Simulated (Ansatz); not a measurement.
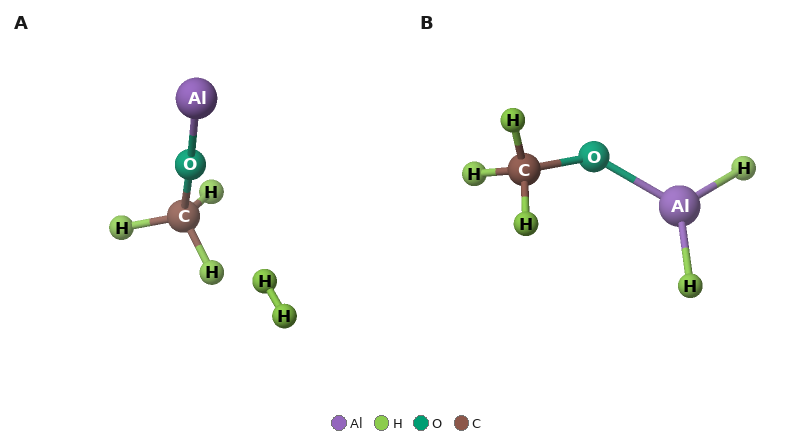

2 stationary structures of one formula. Geometries: PBE0-D4/def2-TZVP. Electronic energies: CAM-B3LYP-D4/def2-TZVPP (Ansatz 0.2.0), without zero-point energy. No frequency run is at hand to confirm each as a minimum. Each is one conformer, not always the lowest.

Which is lowest in energy, and by how much?

Answer. B is lowest (Cs, a minimum); A lies 67.6 kJ/mol above it.

Give E(B) − E(A) in kJ/mol at these levels too: PBE-QIDH (frozen core)/def2-TZVPP; BHLYP-D4/def2-TZVPP; CAM-B3LYP-D4/def2-TZVPP; RHF-CCSD(T) (frozen core)/def2-SVP; direct RPA on PBE orbitals (frozen core)/def2-TZVPP; ωB97M-V/def2-SVP; PBE-D4/def2-TZVPP; PBE0-D4/def2-TZVPP.

```tsv
level	E(B) − E(A) (kJ/mol)
PBE-QIDH (frozen core)/def2-TZVPP	−76.1
BHLYP-D4/def2-TZVPP	−70.3
CAM-B3LYP-D4/def2-TZVPP	−67.6
RHF-CCSD(T) (frozen core)/def2-SVP	−63.4
direct RPA on PBE orbitals (frozen core)/def2-TZVPP	−56.3
ωB97M-V/def2-SVP	−69.0
PBE-D4/def2-TZVPP	−53.0
PBE0-D4/def2-TZVPP	−65.5
```
